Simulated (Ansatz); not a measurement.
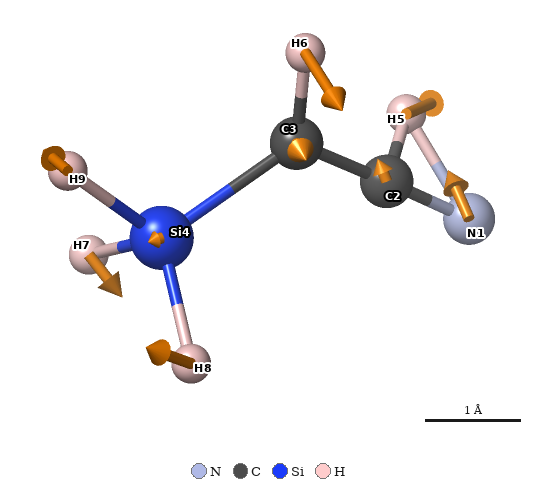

This is a relaxation of C$_{2}$H$_{5}$NSi. The starting structure is drawn; orange arrows show the displacements, at their true length. The two geometries are superimposed by the best rigid fit.

The picture is a ball-and-stick view, seen at a tilt.

The run prepares an end point of a later path (hydrogen shift) calculation, from a guessed geometry.

Computed with RKS PBE/cc-pVDZ in Ansatz.

Input
```yaml
crystal:
  periodic: [false, false, false]
  atoms:
    - { symbol: "N", position_ang: [0.3234, 0.555, -2.2697] }
    - { symbol: C, position_ang: [0.2848, 0.5656, -1.1125] }
    - { symbol: C, position_ang: [0.2744, 0.5416, 0.1671] }
    - { symbol: Si, position_ang: [-0.379, -0.8312, 1.0562] }
    - { symbol: H, position_ang: [-0.21053, 1.45331, -1.50585] }
    - { symbol: H, position_ang: [0.7701, 1.345, 0.7536] }
    - { symbol: H, position_ang: [-1.8802, -0.9286, 0.7788] }
    - { symbol: H, position_ang: [0.2423, -2.1111, 0.7115] }
    - { symbol: H, position_ang: [-0.2901, -0.6138, 2.5629] }
basis:
  gaussian: { orbitals: cc-pVDZ }
hamiltonian:
  xc: pbe
relax:
  f_tol: 0.02
  max_steps: 50
```

Run as
```bash
ansatz run input.yaml --threads 2 --pin off --max-ram 3072MiB --backend cpu --events-out ev --progress --plain --runs-dir out
```

### Which element moves most?

Hydrogen: up to 1.00 Å, against 0.64 Å for nitrogen.

### What did the optimiser do to the structure, and how much energy did it gain?

Over 20 accepted moves (24 points after the start) the energy falls by 3.517 eV. Largest force component: 9.1 eV/Å at the start, 0.018 eV/Å at the end. The line search rejected the trial steps at points 10, 12, 19, 21 of the run. H6 moves most after the best rigid fit: 1.00 Å. By element the largest moves are H 1.00 Å, N 0.64 Å, C 0.41 Å, Si 0.17 Å. Some distances before and after: C2–H5 1.090 → 1.925 Å, N1–H5 1.294 → 1.034 Å, C3–Si4 1.761 → 1.877 Å, N1–C2 1.158 → 1.237 Å. Bonds break, among them: C2–H5 (1.09 → 1.93 Å). Bond angles that change, for instance: C2–N1–H5 52.4° → 115.6°, H7–Si4–H9 104.2° → 109.3°, N1–C2–C3 177.8° → 173.1°. Groups turn about C3–Si4 by about 60°.
